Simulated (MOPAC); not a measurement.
# Run report: InN2H4Br, frequency calculation (part 1 of 2)

InN2H4Br, SMILES [NH2][In]([NH2])[Br], computed with PM6, closed shell (MOPAC 23.2.5).

The geometry was optimised with PM6.

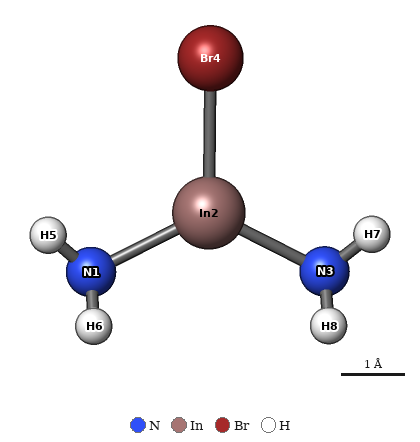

Fig. 1: The input geometry (ball-and-stick view, seen on its broad side; atoms are numbered from 1 in the order of the input). Sticks mark near contacts. Bond lengths as drawn: Br–In 2.50 Å, H–N 1.00 Å and In–N 2.11 Å.

### The input (run.mop)
```
PM6 THERMO(298,398,100) FORCE AUX(PRECISION=6) T=10M THREADS=1
BrH4InN2

N     -0.819997 1     1.760962 1     0.106099 1
In    -0.255752 1    -0.232768 1    -0.312565 1
N      0.877940 1    -1.487520 1     0.955900 1
Br    -1.142299 1    -1.246563 1    -2.416460 1
H     -1.142072 1     2.215930 1    -0.729749 1
H     -0.043595 1     2.276547 1     0.478212 1
H      1.210746 1    -2.288401 1     0.448738 1
H      1.664821 1    -0.990872 1     1.331735 1
```

Launch command:
```bash
mopac run.mop
```

### The program's output
```
MOPAC v23.2.5
PM6 CALCULATION RESULTS

 *  PM6        - The PM6 Hamiltonian to be used
 *  FORCE      - FORCE CALCULATION SPECIFIED
 *  THREADS=1  - MULTI-THREADING NOT USED
 *  AUX        - OUTPUT AUXILIARY INFORMATION
 *  THERMO     - THERMODYNAMIC QUANTITIES TO BE CALCULATED
PM6 THERMO(298,398,100) FORCE AUX(PRECISION=6) T=10M THREADS=1
 BrH4InN2

   ATOM   CHEMICAL          X               Y               Z
  NUMBER   SYMBOL      (ANGSTROMS)     (ANGSTROMS)     (ANGSTROMS)

     1       N         -0.81999700  *   1.76096200  *   0.10609900  *
     2      In         -0.25575200  *  -0.23276800  *  -0.31256500  *
     3       N          0.87794000  *  -1.48752000  *   0.95590000  *
     4      Br         -1.14229900  *  -1.24656300  *  -2.41646000  *
     5       H         -1.14207200  *   2.21593000  *  -0.72974900  *
     6       H         -0.04359500  *   2.27654700  *   0.47821200  *
     7       H          1.21074600  *  -2.28840100  *   0.44873800  *
     8       H          1.66482100  *  -0.99087200  *   1.33173500  *

          CARTESIAN COORDINATES

    NO.       ATOM           X           Y           Z

     1         N         -0.8200      1.7610      0.1061
     2        In         -0.2558     -0.2328     -0.3126
     3         N          0.8779     -1.4875      0.9559
     4        Br         -1.1423     -1.2466     -2.4165
     5         H         -1.1421      2.2159     -0.7297
     6         H         -0.0436      2.2765      0.4782
     7         H          1.2107     -2.2884      0.4487
     8         H          1.6648     -0.9909      1.3317

           Empirical Formula: H4 N2 In Br  =     8 atoms

      MOLECULAR POINT GROUP   :   Cs

      RHF CALCULATION, NO. OF DOUBLY OCCUPIED LEVELS = 12

          HEAT OF FORMATION =       4.909555 KCALS/MOLE

          CARTESIAN COORDINATE DERIVATIVES

   NUMBER  ATOM         X            Y            Z

     1       N     -0.001784     0.000646     0.001470
     2      In     -0.001778    -0.001845    -0.000679
     3       N     -0.002255     0.000197    -0.001593
     4      Br      0.000533    -0.000326     0.000055
     5       H      0.002205     0.000806    -0.000804
     6       H     -0.000751    -0.000530     0.000373
     7       H      0.001569     0.001071     0.000671
     8       H      0.002262    -0.000018     0.000506

 DIPOLE           X         Y         Z       TOTAL
 POINT-CHG.    -0.972     1.897    -2.148     3.026
 HYBRID         0.324    -0.632    -1.516     1.674
 SUM           -0.647     1.265    -3.664     3.930

          GRADIENT NORM =   0.00612

          MOLECULAR WEIGHT =  226.77

          ROTATIONAL CONSTANTS IN CM(-1)

          A =    0.13944028   B =    0.04145724   C =    0.03205478

           PRINCIPAL MOMENTS OF INERTIA IN UNITS OF 10**(-40)*GRAM-CM**2

          A =      200.7508   B =      675.2198   C =      873.2787

          ORIENTATION OF MOLECULE IN FORCE CALCULATION

    NO.       ATOM         X         Y         Z

     1          N      -2.4517    0.6593   -0.0550
     2         In      -0.3378    0.6593   -0.0550
     3          N       0.8970    2.3751   -0.0550
     4         Br       0.7984   -1.5581    0.1238
     5          H      -2.8013   -0.2526   -0.2909
     6          H      -2.8045    1.3242   -0.7188
     7          H       1.8416    2.1259   -0.2895
     8          H       0.5642    3.0492   -0.7198

    FIRST DERIVATIVES WILL BE USED IN THE CALCULATION OF SECOND DERIVATIVES

          ESTIMATED TIME TO COMPLETE CALCULATION =        0.38 SECONDS

    FOR POINT-GROUP Cs   THERE ARE   2 UNIQUE SYMMETRY FUNCTIONS.

 STEP:   1 TIME =     0.01 SECS, INTEGRAL =      0.01 TIME LEFT:    599.98
 STEP:   2 TIME =     0.01 SECS, INTEGRAL =      0.02 TIME LEFT:    599.98
 STEP:   3 TIME =     0.00 SECS, INTEGRAL =      0.02 TIME LEFT:    599.98
 STEP:   4 TIME =     0.01 SECS, INTEGRAL =      0.02 TIME LEFT:    599.97
 STEP:   5 TIME =     0.00 SECS, INTEGRAL =      0.02 TIME LEFT:    599.97
 STEP:   6 TIME =     0.01 SECS, INTEGRAL =      0.03 TIME LEFT:    599.96
 STEP:   7                       INTEGRAL =      0.03 TIME LEFT:    599.96
 STEP:   8                       INTEGRAL =      0.03 TIME LEFT:    599.96
 STEP:   9                       INTEGRAL =      0.03 TIME LEFT:    599.96
 STEP:  10 TIME =     0.01 SECS, INTEGRAL =      0.04 TIME LEFT:    599.95
 STEP:  11 TIME =     0.00 SECS, INTEGRAL =      0.04 TIME LEFT:    599.95
 STEP:  12 TIME =     0.01 SECS, INTEGRAL =      0.05 TIME LEFT:    599.95
 STEP:  13 TIME =     0.00 SECS, INTEGRAL =      0.05 TIME LEFT:    599.95
 STEP:  14 TIME =     0.01 SECS, INTEGRAL =      0.05 TIME LEFT:    599.94
 STEP:  15 TIME =     0.01 SECS, INTEGRAL =      0.06 TIME LEFT:    599.93
 STEP:  16 TIME =     0.00 SECS, INTEGRAL =      0.06 TIME LEFT:    599.93
 STEP:  17 TIME =     0.01 SECS, INTEGRAL =      0.07 TIME LEFT:    599.92
 STEP:  18 TIME =     0.00 SECS, INTEGRAL =      0.07 TIME LEFT:    599.92
 STEP:  19                       INTEGRAL =      0.07 TIME LEFT:    599.92
 STEP:  20                       INTEGRAL =      0.07 TIME LEFT:    599.92
 STEP:  21                       INTEGRAL =      0.07 TIME LEFT:    599.92
 STEP:  22                       INTEGRAL =      0.07 TIME LEFT:    599.92
 STEP:  23                       INTEGRAL =      0.07 TIME LEFT:    599.92
 STEP:  24                       INTEGRAL =      0.07 TIME LEFT:    599.92

(To convert to Hartree/Bohr^2, multiply by (10^(-21) x N x a0^2)/(4.184 x 627.51) =  0.0642)

           FORCE MATRIX IN MILLIDYNES/ANGSTROM

                  N  1      In  2       N  3      Br  4       H  5       H  6
 ------------------------------------------------------------------------------
     N    1   8.748932
    In    2   3.297329   7.914701
     N    3   0.151053   3.297229   8.748932
    Br    4   0.078477   2.353986   0.078419   2.418251
     H    5   4.191464   0.480468   0.044289   0.015993   4.580247
     H    6   4.199162   0.466014   0.031468   0.027513   0.679998   4.590857
     H    7   0.044414   0.480418   4.191081   0.015915   0.017848   0.007252
     H    8   0.031472   0.466111   4.198737   0.027375   0.007292   0.013415

                  H  7       H  8
 ------------------------------
     H    7   4.580247
     H    8   0.679998   4.590857

          HEAT OF FORMATION =       4.909555 KCALS/MOLE

          ZERO POINT ENERGY      28.955 KCAL/MOL

           NORMAL COORDINATE ANALYSIS (Total motion = 1 Angstrom)

   Root No.       1         2         3         4         5         6         7         8

                 1 A"      2 A"      1 A'      2 A'      3 A'      4 A'      5 A'      3 A"

                  77.9      95.7     112.6     119.0     158.5     291.2     641.4     668.7

           1   -0.0205    0.0114    0.0077   -0.0010    0.0005    0.0818    0.1944    0.1494
           2    0.0670   -0.0461    0.0793    0.0308    0.0508    0.0118   -0.0034   -0.0058
           3    0.0007    0.0115    0.0092   -0.1255    0.0103    0.0022   -0.0200   -0.0277
           4   -0.0215    0.0080    0.0059    0.0007    0.0015    0.0643   -0.0116   -0.0285
           5   -0.0110    0.0041   -0.0116   -0.0014   -0.0030   -0.1255    0.0226   -0.0146
           6   -0.0000    0.0000   -0.0058    0.0504   -0.0035    0.0097    0.0008   -0.0000
           7    0.0424   -0.0308   -0.0689   -0.0244   -0.0415   -0.0573   -0.1108    0.0825
           8   -0.0558    0.0362    0.0401    0.0188    0.0292   -0.0595   -0.1598    0.1247
           9   -0.0007   -0.0115    0.0092   -0.1255    0.0103    0.0022   -0.0200    0.0277
          10    0.0250   -0.0097    0.0056    0.0033    0.0039   -0.0974    0.0016    0.0003
          11    0.0128   -0.0050   -0.0110   -0.0064   -0.0076    0.1900   -0.0031    0.0002
          12    0.0000   -0.0000    0.0051   -0.0205   -0.0007   -0.0161   -0.0002    0.0000
          13   -0.0604    0.0252   -0.0468    0.0085   -0.0258   -0.0007    0.0987   -0.0280
          14    0.1185    0.0074    0.1329    0.0255    0.0001    0.0195    0.0035    0.0213
          15   -0.1365   -0.2121   -0.1122   -0.1199    0.2440    0.1036    0.1284    0.1818
          16    0.0067   -0.0147    0.0330    0.0797    0.0165    0.1215    0.0521   -0.0089
          17    0.1856    0.1202    0.1941    0.0044   -0.1111   -0.0230    0.0376    0.0550
          18    0.1047    0.1926    0.1109   -0.1961   -0.1608   -0.0521    0.1107    0.1356
          19    0.0609    0.0207   -0.0805   -0.0257    0.0150   -0.0154   -0.0605    0.0009
          20   -0.1182    0.0161    0.1156    0.0081    0.0210    0.0120   -0.0781   -0.0352
          21    0.1365    0.2121   -0.1122   -0.1199    0.2440    0.1036    0.1284   -0.1818
          22    0.1546    0.0889   -0.1768   -0.0501    0.0805   -0.0523   -0.0609    0.0395
          23   -0.1030   -0.0821    0.0866   -0.0621   -0.0783   -0.1121   -0.0203   -0.0393
          24   -0.1047   -0.1926    0.1109   -0.1961   -0.1608   -0.0521    0.1107   -0.1356

   Root No.       9        10        11        12        13        14        15        16

                 4 A"      6 A'      5 A"      7 A'      6 A"      8 A'      7 A"      9 A'

                 821.8     848.1     959.6     982.3    1557.4    1566.5    2822.7    2823.7

           1    0.0224    0.0070    0.0019   -0.0016   -0.0226    0.0227   -0.0008    0.0009
           2    0.0053    0.0073    0.0236    0.0255   -0.0041    0.0036   -0.0262    0.0263
           3    0.0294    0.0329   -0.0042   -0.0037   -0.0156    0.0147    0.0061   -0.0061
           4   -0.0092   -0.0013   -0.0023    0.0016    0.0001   -0.0001   -0.0000   -0.0000
           5   -0.0047    0.0026   -0.0012   -0.0032    0.0001    0.0003   -0.0000    0.0001
           6    0.0000   -0.0029    0.0000    0.0009    0.0000    0.0006    0.0000   -0.0000
           7    0.0174   -0.0100    0.0202   -0.0197   -0.0166   -0.0162   -0.0217   -0.0219
           8    0.0151   -0.0014   -0.0122    0.0162   -0.0160   -0.0163    0.0147    0.0147
           9   -0.0294    0.0329    0.0042   -0.0037    0.0156    0.0147   -0.0061   -0.0061
          10   -0.0001   -0.0000    0.0003   -0.0000   -0.0000    0.0000   -0.0000   -0.0000
          11   -0.0001    0.0000    0.0001   -0.0000   -0.0000   -0.0001   -0.0000    0.0000
          12   -0.0000    0.0003   -0.0000   -0.0000   -0.0000   -0.0000   -0.0000   -0.0000
          13    0.1594    0.1530    0.2371    0.2364    0.1514   -0.1554    0.0952   -0.0958
          14   -0.0173   -0.0161   -0.0702   -0.0677   -0.0953    0.0958    0.2277   -0.2299
          15   -0.1454   -0.1574   -0.0291   -0.0343    0.1557   -0.1522    0.0578   -0.0581
          16    0.1946    0.1870   -0.2147   -0.2138    0.1504   -0.1517   -0.0838    0.0827
          17   -0.0449   -0.0520   -0.0530   -0.0552    0.1593   -0.1585    0.1425   -0.1410
          18   -0.1349   -0.1468    0.0443    0.0376    0.0847   -0.0831   -0.1444    0.1430
          19    0.0791   -0.0763    0.0815   -0.0831    0.0111    0.0130    0.2405    0.2425
          20    0.1395   -0.1336    0.2334   -0.2315    0.1785    0.1821   -0.0557   -0.0565
          21    0.1454   -0.1574    0.0291   -0.0343   -0.1557   -0.1522   -0.0578   -0.0581
          22    0.0772   -0.0670   -0.1684    0.1697    0.2172    0.2173    0.0667    0.0662
          23    0.1841   -0.1821   -0.1433    0.1413    0.0290    0.0305   -0.1512   -0.1495
          24    0.1349   -0.1468   -0.0443    0.0376   -0.0847   -0.0831    0.1444    0.1430

   Root No.      17        18

                 8 A"     10 A'

                2852.7    2854.8

           1   -0.0113    0.0114
           2   -0.0016    0.0014
           3   -0.0130    0.0130
           4   -0.0001    0.0000
           5   -0.0001   -0.0001
           6   -0.0000    0.0001
           7   -0.0079   -0.0078
           8   -0.0082   -0.0085
           9    0.0130    0.0130
          10    0.0000   -0.0000
          11    0.0000    0.0000
          12    0.0000   -0.0000
          13    0.0764   -0.0756
          14    0.2091   -0.2071
          15    0.0316   -0.0311
          16    0.0895   -0.0907
          17   -0.1858    0.1873
          18    0.1547   -0.1558
          19    0.2144    0.2122
          20   -0.0601   -0.0596
          21   -0.0316   -0.0310
          22   -0.0985   -0.0990
          23    0.1811    0.1830
          24   -0.1547   -0.1558

           MASS-WEIGHTED COORDINATE ANALYSIS (NORMAL COORDINATES)

   Root No.       1         2         3         4         5         6         7         8

                 1 A"      2 A"      1 A'      2 A'      3 A'      4 A'      5 A'      3 A"

                  77.9      95.7     112.6     119.0     158.5     291.2     641.4     668.7

           1   -0.1168    0.0801    0.0465   -0.0039    0.0035    0.1228    0.6557    0.5966
           2    0.3813   -0.3250    0.4778    0.1203    0.3573    0.0177   -0.0114   -0.0234
           3    0.0041    0.0807    0.0553   -0.4902    0.0724    0.0034   -0.0674   -0.1108
           4   -0.3504    0.1623    0.1021    0.0078    0.0306    0.2766   -0.1117   -0.3264
           5   -0.1796    0.0832   -0.1992   -0.0153   -0.0597   -0.5398    0.2180   -0.1672
           6   -0.0000    0.0000   -0.0994    0.5637   -0.0702    0.0419    0.0076   -0.0000
           7    0.2413   -0.2170   -0.4150   -0.0954   -0.2921   -0.0861   -0.3738    0.3295
           8   -0.3175    0.2548    0.2413    0.0735    0.2059   -0.0894   -0.5389    0.4979
           9   -0.0041   -0.0807    0.0553   -0.4901    0.0724    0.0034   -0.0674    0.1108
          10    0.3402   -0.1627    0.0811    0.0307    0.0659   -0.3493    0.0128    0.0031
          11    0.1743   -0.0834   -0.1583   -0.0600   -0.1285    0.6818   -0.0251    0.0016
          12    0.0000   -0.0000    0.0734   -0.1909   -0.0118   -0.0577   -0.0013    0.0000
          13   -0.0921    0.0475   -0.0756    0.0089   -0.0488   -0.0003    0.0893   -0.0300
          14    0.1808    0.0140    0.2147    0.0268    0.0003    0.0078    0.0031    0.0228
          15   -0.2082   -0.4009   -0.1813   -0.1256    0.4608    0.0417    0.1162    0.1947
          16    0.0102   -0.0278    0.0533    0.0835    0.0312    0.0490    0.0471   -0.0095
          17    0.2832    0.2271    0.3136    0.0046   -0.2097   -0.0093    0.0340    0.0590
          18    0.1597    0.3641    0.1792   -0.2054   -0.3036   -0.0210    0.1002    0.1453
          19    0.0930    0.0391   -0.1301   -0.0269    0.0283   -0.0062   -0.0547    0.0010
          20   -0.1804    0.0304    0.1868    0.0084    0.0397    0.0048   -0.0707   -0.0377
          21    0.2082    0.4009   -0.1813   -0.1256    0.4608    0.0417    0.1162   -0.1947
          22    0.2359    0.1681   -0.2857   -0.0525    0.1520   -0.0211   -0.0551    0.0423
          23   -0.1571   -0.1553    0.1399   -0.0651   -0.1478   -0.0452   -0.0184   -0.0421
          24   -0.1597   -0.3641    0.1792   -0.2054   -0.3036   -0.0210    0.1002   -0.1453

   Root No.       9        10        11        12        13        14        15        16

                 4 A"      6 A'      5 A"      7 A'      6 A"      8 A'      7 A"      9 A'

                 821.8     848.1     959.6     982.3    1557.4    1566.5    2822.7    2823.7
```
